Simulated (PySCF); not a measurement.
SMILES c1c(cccc1)[O], doublet at its GFN2-xTB optimised geometry (Å):

```
12

O     -1.4216    -2.2330     0.0000
C     -0.7649    -1.1848     0.0000
C     -1.3986     0.1222     0.0000
C     -0.6579     1.2700     0.0000
C      0.7390     1.2157     0.0000
C      1.3973    -0.0176     0.0000
C      0.6876    -1.1848     0.0000
H     -2.4780     0.1439     0.0000
H     -1.1488     2.2330     0.0000
H      1.3122     2.1305     0.0000
H      2.4780    -0.0392     0.0000
H      1.1780    -2.1466     0.0000
```

Calculation: unrestricted B3LYP/def2-TZVP in PySCF. Cells within 0.4 Å of a nucleus heavier than hydrogen are left out (blank, or x).

Map of the HOMO−1 amplitude (α) (bohr^(-3/2)), clipped to [-0.25, 0.25] on the plane z = 0.0 Å; orbital energy -7.33 eV, overall sign arbitrary:

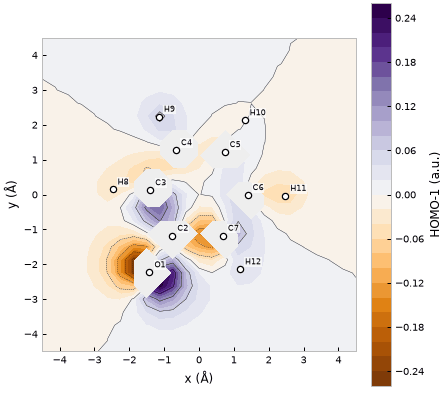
Figure: HOMO−1 amplitude (α) (bohr^(-3/2)), clipped to [-0.25, 0.25] on the plane z = 0.0 Å.
